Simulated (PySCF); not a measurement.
C₃H₁₀F₃NSi₂

The calculation's input:

```
{"job": {"kind": "nmr", "xc": "PBE0", "basis": "pcSseg-1"}, "charge": 0, "multiplicity": 1}
C     -1.646933    -0.958972     0.834641
Si    -0.599159     0.007949    -0.423984
N     -1.337781     0.444997    -1.916606
C      1.105572    -0.755692    -0.725775
Si     2.351521    -0.661016     0.720032
C     -0.359563     1.770682     0.374327
F     -1.483405     2.522737     0.309358
F     -0.034808     1.716890     1.684372
F      0.604762     2.507414    -0.212486
H     -2.574556    -0.439304     1.062221
H     -1.908103    -1.940596     0.450165
H     -1.117303    -1.105072     1.771556
H     -1.561078    -0.254851    -2.604183
H     -1.995195     1.207687    -1.959887
H      0.968055    -1.801549    -0.997797
H      1.556989    -0.275240    -1.593580
H      1.756197    -1.267349     1.914062
H      2.728776     0.725446     0.972543
H      3.536208    -1.434910     0.333558
```

Command:

```sh
OMP_NUM_THREADS=1 python probes_run.py task.json out
```

Geometry: GFN2-xTB.

Theory: PySCF 2.14.0, PBE0/pcSseg-1, SCF density, gas phase, non-relativistic.

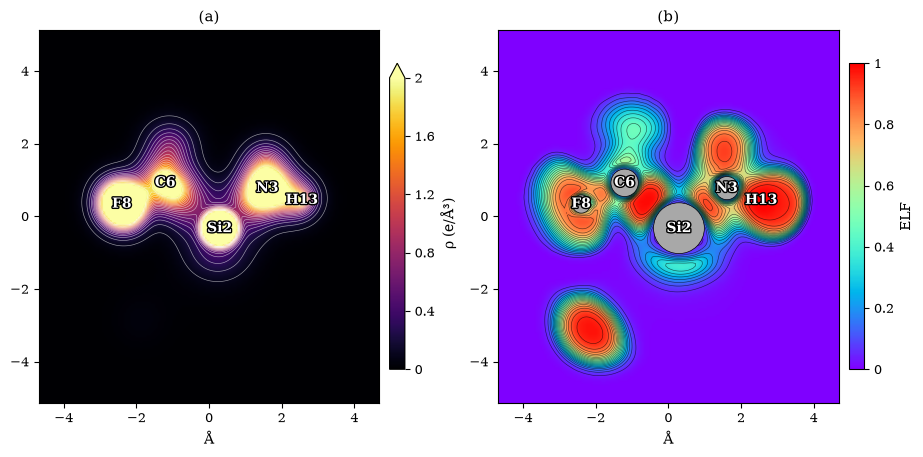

Figure 1. (a) total electron density; (b) electron localisation function on the plane of atoms Si2, N3 and H13. Grey discs cover the atomic cores in the ELF map.

Question: What do the fields say about this system?

Answer: The plane passes through Si, N, C, F and H nuclei. C–F (1.35 Å): the density is about 2.3 e/Å³ at the midpoint, with its minimum of 1.8 e/Å³ about 0.5 Å from C; the ELF peaks at about 0.85 between the atoms (a polar covalent bond). Si–N (1.72 Å): ρ at the midpoint is about 1.1 e/Å³; the ELF peaks at about 0.90 between the atoms (a polar covalent bond). N–H (1.01 Å): ρ at the midpoint is about 2.8 e/Å³; the ELF climbs to about 1 towards the hydrogen, as it does in any bond to H: a covalent bond by its length. C–Si (1.95 Å): ρ at the midpoint is about 0.93 e/Å³; the ELF peaks at about 1 between the atoms (a shared electron pair). The ELF also peaks beside F8, away from the bonds: lone-pair regions.

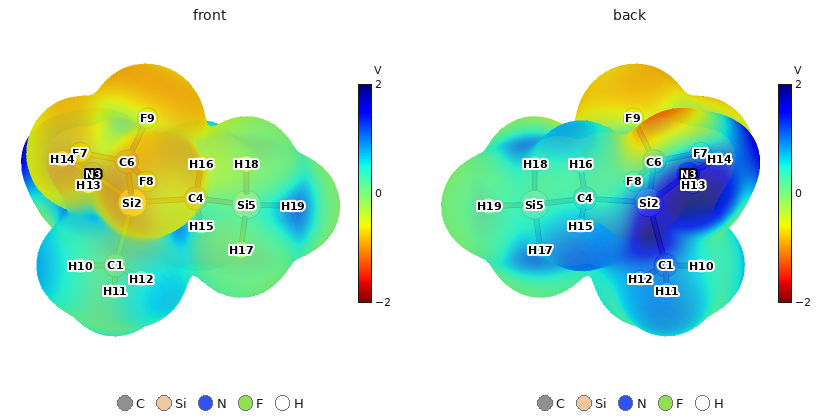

Figure 2. The molecular electrostatic potential painted on the density surface at 0.002 e/bohr³, seen from the front and from behind; the colour scale runs from red (negative) to blue (positive).

Question: Describe the electrostatic potential map.

Answer: The most negative region (about −1.1 V) lies over N3, the most positive (about +1.9 V) over Si2 and H13. N3 is the likeliest acceptor of a hydrogen bond.

Question: How polar is the molecule by this calculation?

Answer: Its dipole moment is 3.63 D.
